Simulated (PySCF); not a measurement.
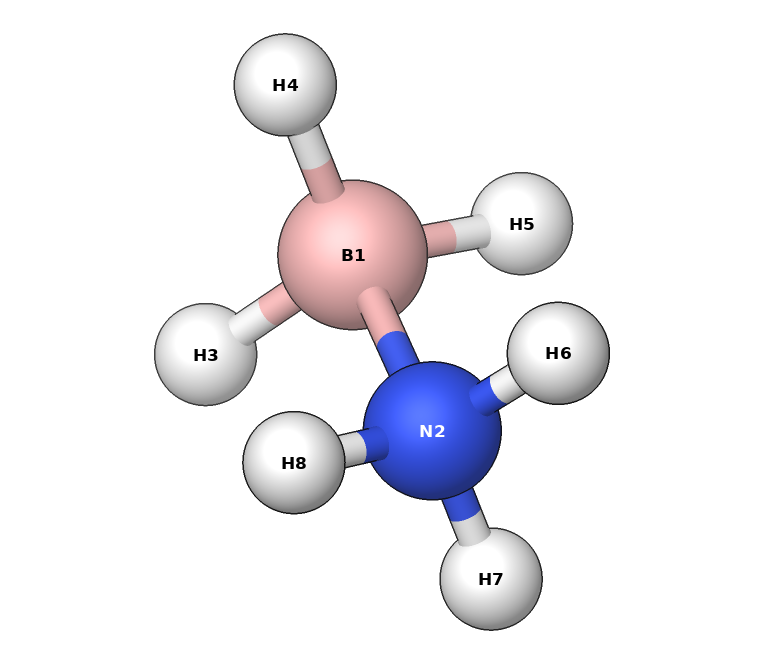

Computed geometry: GFN2-xTB optimisation. No frequency run is at hand to confirm it as a minimum. Properties computed with B3LYP/pcJ-1 indirect spin-spin coupling, non-relativistic, gas phase (PySCF 2.14.0). Isotopes: 11B, 1H, 15N.

Give the spin–spin coupling constants of these pairs, with the number of bonds between them: B1/H4, N2/H8, B1/H6, N2/H4, H3/H4, H3/H5, H4/H5, H6/H7, H6/H8, H3/H7, H4/H6, H4/H7.

```tsv
pair	bonds apart	J (Hz)
B1, H4	1	106.0
N2, H8	1	−76.1
B1, H6	2	−2.7
N2, H4	2	−2.7
H3, H4	2	−9.1
H3, H5	2	−9.2
H4, H5	2	−9.2
H6, H7	2	−9.0
H6, H8	2	−9.1
H3, H7	3	2.1
H4, H6	3	2.1
H4, H7	3	11.8
```

The geometry is semi-empirical. Around B such bond lengths and angles can be off by a tenth of an ångström or more and by several degrees, and values that hang on the shape move with them.
